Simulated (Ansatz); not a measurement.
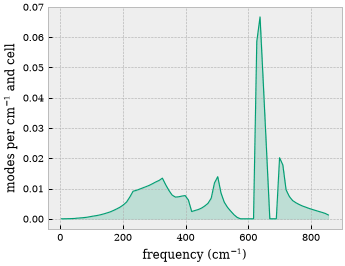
Figure: Phonon density of states of AlN (zinc blende, F-43m); finite displacements on a 8×8×8 mesh, DFT at the PBE level (Ansatz, a quantum-chemistry and plane-wave program), k mesh 8×8×8

The cell is a database entry relaxed within its symmetry; it need not be the phase found at ambient conditions. Dynamical quadrupoles are not included in the interpolation of the phonons between the solved wave vectors.

Question: Where is the tallest peak, and is there a gap in the spectrum?

Answer: The tallest peak lies near 640 cm⁻¹. There is at least one gap; the lowest begins near 590 cm⁻¹.
